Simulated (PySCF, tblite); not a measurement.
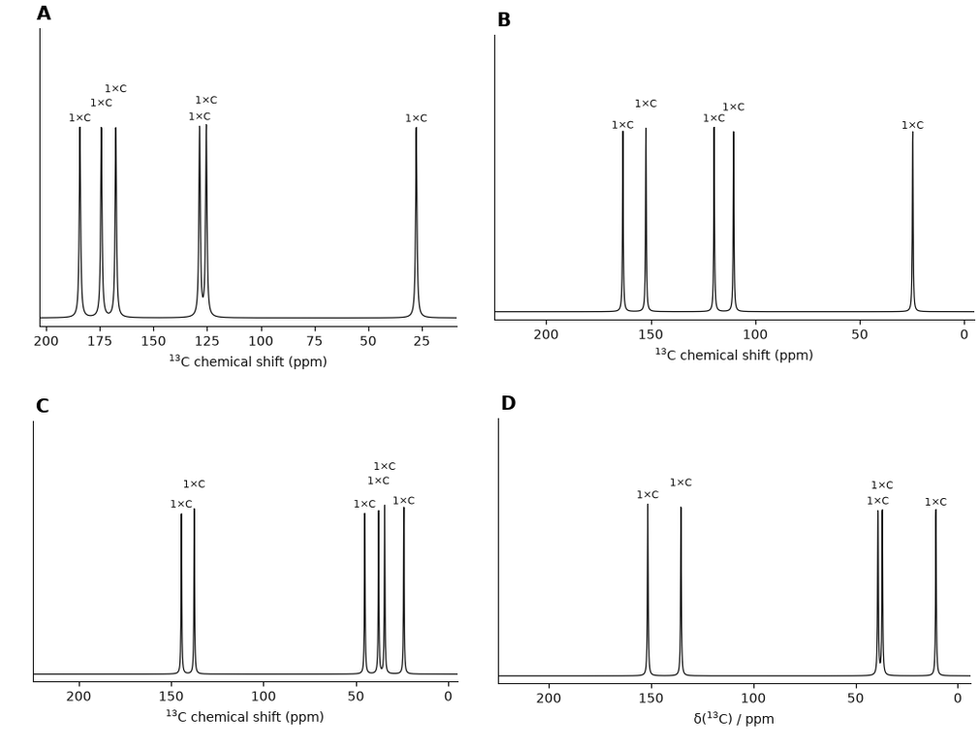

GIAO shifts, PBE0/pcSseg-1, PySCF 2.14.0, at a GFN2-xTB geometry (a minimum by its frequencies), against TMS for ¹³C computed at the same level. Gas phase, fully decoupled, line heights follow the number of nuclei, widths are arbitrary (no quadrupolar broadening); values of one conformer, averaged over methyl-type rotors and exact or near symmetry.

Assign the panels.
1. C₆H₆FP, SMILES Cc1cc(F)ccp1
2. C₅H₄N₄, SMILES Cc1nnncc1C#N
3. C₅H₁₀N₃⁺, SMILES Cc1c[n+](C)nn1C
4. C₆H₁₀ (3-methylcyclopentene), SMILES C[C@H]1C=CCC1

A: 1 (184.2 (1 C), 174.3 (1 C), 167.5 (1 C), 128.5 (1 C), 125.4 (1 C), 27.5 (1 C) ppm)
B: 2 (163.3 (1 C), 152.2 (1 C), 119.6 (1 C), 110.3 (1 C), 24.7 (1 C) ppm)
C: 4 (144.4 (1 C), 137.4 (1 C), 45.2 (1 C), 37.7 (1 C), 34.4 (1 C), 24.1 (1 C) ppm)
D: 3 (151.6 (1 C), 135.3 (1 C), 39.0 (1 C), 36.9 (1 C), 10.7 (1 C) ppm)

Caveats, for all or some of the runs: the tight-binding geometry is rougher than a DFT one and adds to the error.
